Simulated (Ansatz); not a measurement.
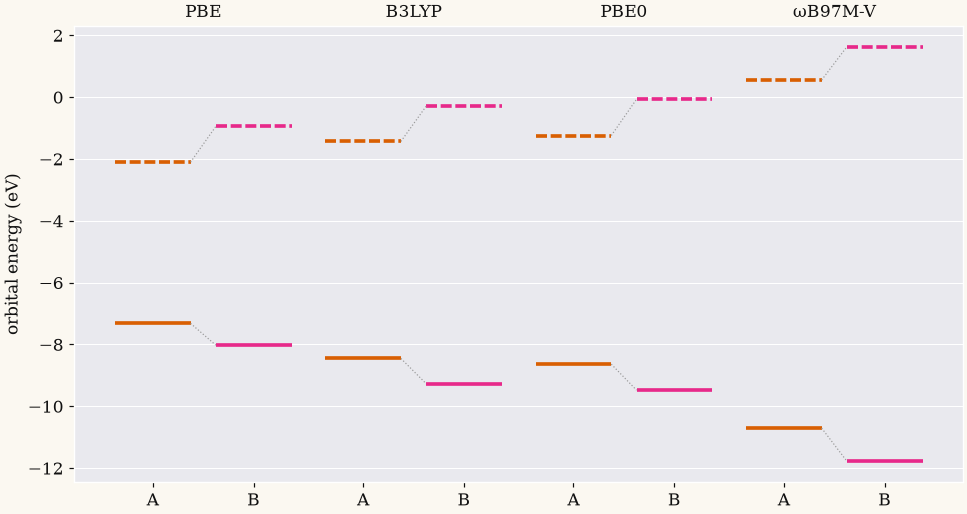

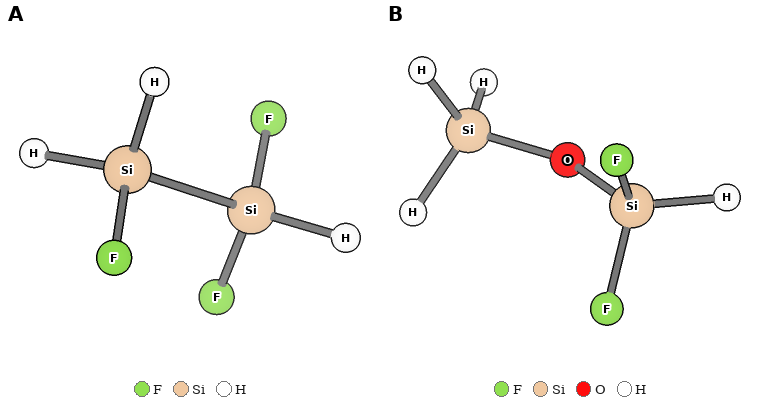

One change: A, Si₂H₃F₃ (SMILES F[SiH2][SiH](F)F), becomes B, Si₂H₄OF₂ (SMILES F[SiH](F)O[SiH3]). SiH₂F (bound through Si) on Si is replaced by SiH₃O (bound through O). HOMO (solid) and LUMO (dashed) computed in def2-TZVPP at PBE0-D4/def2-TZVP geometries, both minima by their frequencies, gas phase, the Ansatz code 0.2.0. Empty levels above zero depend strongly on the basis.

What does the change do to HOMO and LUMO?

PBE: the HOMO falls by 0.70 eV, the LUMO rises by 1.15 eV, and the separation goes from 5.22 to 7.07 eV. B3LYP: the HOMO falls by 0.82 eV, the LUMO rises by 1.14 eV, and the separation goes from 7.02 to 8.98 eV. PBE0: the HOMO falls by 0.84 eV, the LUMO rises by 1.17 eV, and the separation goes from 7.40 to 9.41 eV. ωB97M-V: the HOMO falls by 1.07 eV, the LUMO rises by 1.08 eV, and the separation goes from 11.26 to 13.41 eV.

Do the functionals agree on the effect?

They agree on the direction for both levels; the HOMO shift lies between −1.07 and −0.70 eV and the LUMO shift between 1.08 and 1.17 eV, while the separations themselves differ by up to 6.3 eV between functionals.

Caveats: one conformer of each flexible molecule.
